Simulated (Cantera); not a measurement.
A closed system holds: 1 mol C₂H₄, 2.5 mol H₂, 2 mol NH₃, at 13300 Pa.

These are equilibrium values from Cantera (NASA tables, ideal gas, pure condensed phases), not measurements of a reactor. Candidate condensed phases: C, C₆H₆, C₇H₈, C₈H₁₈; 92 gas species. Rates play no part.

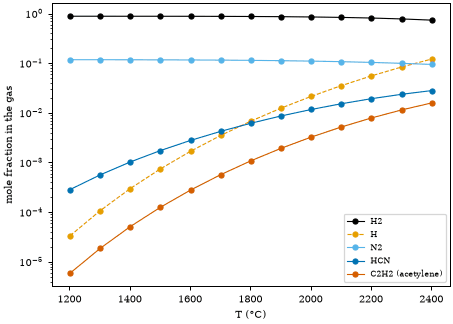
Figure. Equilibrium gas composition (values under 1e-9 drawn at 1e-9)

From 1202 °C to 2402 °C the condensed part is C(graphite). The main C-bearing gas is CH₄ at 1202 °C and C₂H₂ (acetylene) at 2402 °C.
